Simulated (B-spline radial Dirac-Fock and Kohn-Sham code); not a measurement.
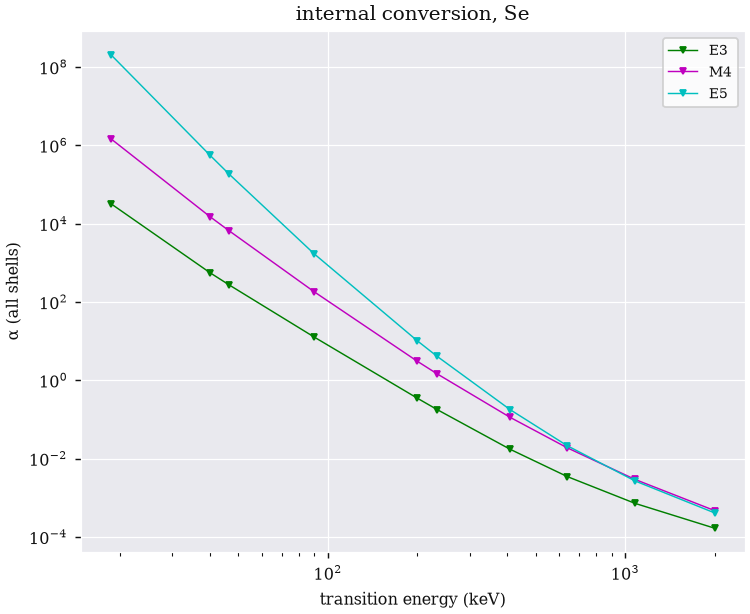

Total internal conversion coefficients against transition energy, at the marked points and joined by straight lines (also across edges). The total sums all shells and leaves out internal pair formation. Species: selenium (Z = 34). Level of theory: a Dirac–Hartree–Slater potential of the neutral atom, no hole, surface-current nucleus; calculated with a B-spline radial atomic code.

**Above what energy does an E3 transition emit more photons than conversion electrons?**

Between 89.7 and 200 keV, where α drops through 1.

**How do the multipoles rank at 46.6 keV?**

E5 (182000), M4 (6530), E3 (271).
